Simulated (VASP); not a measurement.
Band structure of PtSe$_{2}$ (1T layered). All values below come from r2SCAN meta-GGA, VASP's PBE PAW potentials (set 64) (plane waves; VASP 6.6.1).

Unless said otherwise, spin-orbit coupling is left out, though it shifts the bands of the heavy elements here.

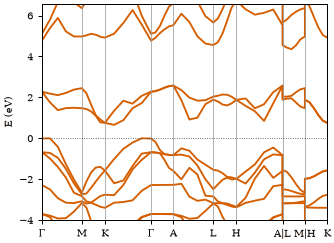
*Bands along high-symmetry lines, zero at the valence-band maximum or, without a gap, the Fermi level*

Question: Read the plot: is there a gap, and where are the band edges?

Answer: The gap is indirect, 0.58 eV, from the valence maximum at Γ-M at 0.20 to the conduction minimum at (0.00, 0.25, 0.40).

The compound is PtSe2 in the 1T layered structure. It was relaxed first, which changed the volume by +12 %.
